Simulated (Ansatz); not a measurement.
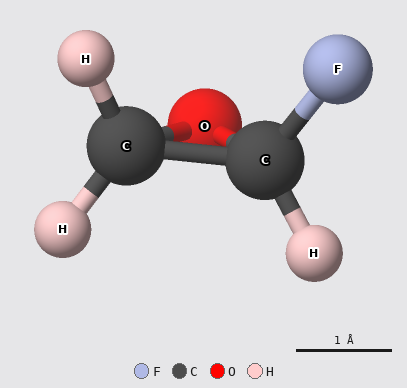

This is the input geometry for a relaxation of C₂H₃FO. A ball-and-stick model, seen at a tilt.

The start comes from PBE-D4/def2-SVP.

These are results of RKS PBE0-D4/def2-TZVP in Ansatz, not measurements.

Input file:
```yaml
crystal:
  periodic: [false, false, false]
  atoms:
    - {symbol: F, position_ang: [-1.246124, -1.283052, -0.057875]}
    - {symbol: C, position_ang: [-0.634413, -0.084145, -0.269099]}
    - {symbol: C, position_ang: [0.679450, 0.165305, 0.332789]}
    - {symbol: O, position_ang: [0.489536, -0.108678, -1.080250]}
    - {symbol: H, position_ang: [-1.387140, 0.706201, -0.461616]}
    - {symbol: H, position_ang: [1.011155, 1.190738, 0.582493]}
    - {symbol: H, position_ang: [1.148736, -0.654368, 0.907757]}
basis:
  gaussian: {orbitals: def2-TZVP}
hamiltonian: {xc: pbe0, dispersion: d4}
relax: {f_tol: 0.005, max_steps: 150}
```

Predict the outcome.

The atom that moves furthest after the best rigid fit is H6 (0.026 Å). By element the largest moves are H 0.026 Å, F 0.021 Å, O 0.013 Å, C 0.012 Å. Near-neighbour distances that change, for instance: C2–H5 1.108 → 1.087 Å, C2–C3 1.467 → 1.449 Å, C3–O4 1.452 → 1.439 Å, C2–O4 1.386 → 1.374 Å. After 4 geometry steps the energy has fallen by 0.037 eV. Largest force component: 0.61 eV/Å at the start, 0.002 eV/Å at the end. The run took about 40 core-seconds on a shared host.

Final geometry:

```xyz
7

F    -1.2301   -1.2697   -0.0571
C    -0.6278   -0.0775   -0.2620
C     0.6714    0.1636    0.3334
O     0.4849   -0.1079   -1.0677
H    -1.3660    0.6960   -0.4570
H     0.9957    1.1722    0.5725
H     1.1331   -0.6447    0.8922
```
